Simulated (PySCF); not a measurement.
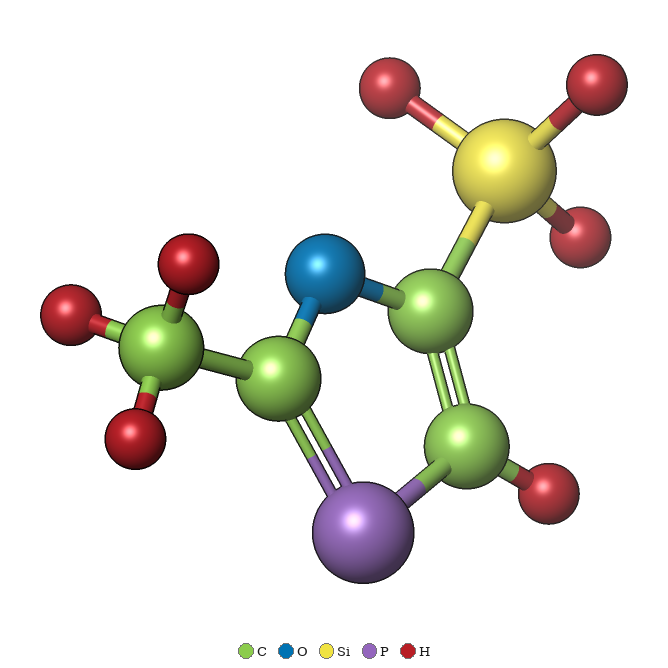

The geometry was computed by an optimisation with GFN2-xTB. No frequency run is at hand to confirm it as a minimum.

Give the structural formula.

SMILES: Cc1oc([SiH3])cp1

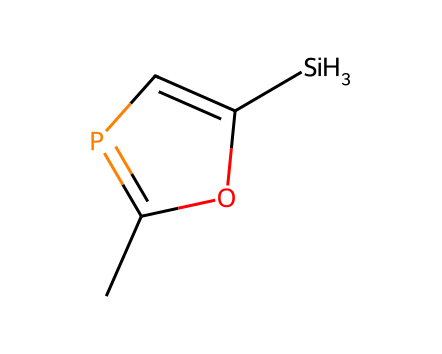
